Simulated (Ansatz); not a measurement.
# BClH···HCl (doublet): what the fields show

Input

```
crystal:
  periodic: [false, false, false]
  atoms:
    - { symbol: B, position_ang: [-0.109917, 3.0e-06, -0.337531] }
    - { symbol: H, position_ang: [-0.062472, -5.0e-06, 2.05074] }
    - { symbol: H, position_ang: [0.996109, -1.0e-06, -0.786027] }
    - { symbol: Cl, position_ang: [-1.550184, 0.0, -1.267697] }
    - { symbol: Cl, position_ang: [0.146164, 3.0e-06, 3.365515] }
magnetization:
  spin_polarized: true
  initial_magnetization: 1
basis:
  gaussian: { orbitals: def2-SVP }
hamiltonian:
  xc: { name: BHLYP }
relax:
  f_tol: 0.03
  max_steps: 50
output:
  orbitals: {}
```

Command:

```sh
ansatz run input.yaml --threads 1 --pin off --max-ram 2048MiB --backend cpu --events-out ev --progress --plain --runs-dir out
```

The fields are those of the run's last geometry, not of the input's.

Computed with Ansatz, UKS BHLYP/def2-SVP.

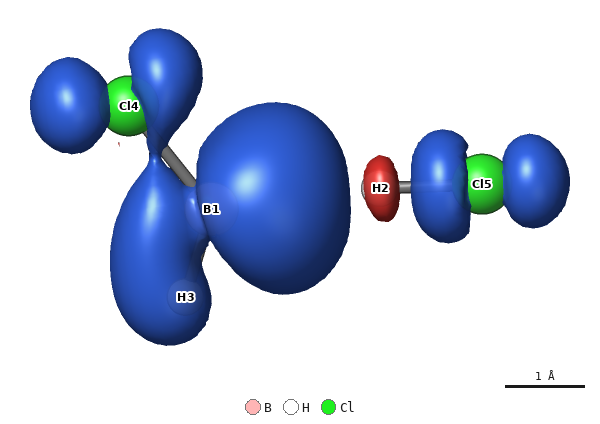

Figure 1. Isosurfaces of the spin density (α minus β) at +0.015 (blue) and −0.015 e/Å³ (red), seen at a tilt.

Describe the spin distribution.

Answer. The unpaired spin (1 electron) lies mostly on B1 (about 0.7), Cl4 (about 0.1), Cl5 (about 0.1) and H3 (about 0.1), in electrons by Hirshfeld's partition.

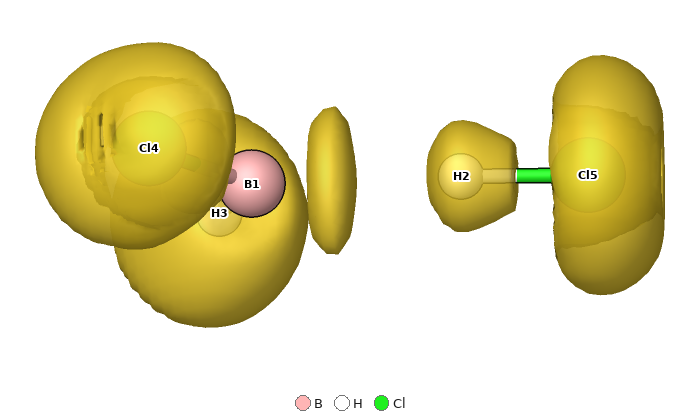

Figure 2. Isosurface of the ELF at 0.85 (yellow), seen from one side. Only the valence region is drawn (cores and ρ < 0.01 e/Å³ removed).

Identify the bonds, lone pairs and shells in this picture.

Answer. The ELF exceeds this value in one region between bonded B–Cl atoms (shared pairs), two regions around hydrogen nuclei, two rings or bowls of non-bonding electrons around Cl and one lobe on B, pointing away from the bonds (non-bonding electrons). Along the contacts the grid gives the following. B1···H2 (2.16 Å): the ELF dips to about 0.25 between them. B–Cl (1.71 Å): the ELF peaks at about 0.90 between the atoms: a short, strongly polar bond.

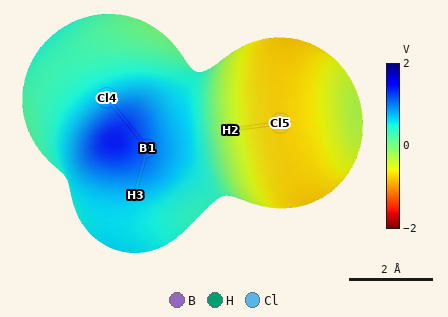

Figure 3. The electrostatic potential painted on the density surface at 0.001 e/bohr³, seen at a tilt; the colour scale runs from red (negative) to blue (positive).

Where is the surface potential most negative and most positive?

Answer. The most negative region (about −0.8 V, or −18 kcal/mol for a unit charge) lies over Cl5, the most positive (about +1.5 V, or +35 kcal/mol for a unit charge) over B1.
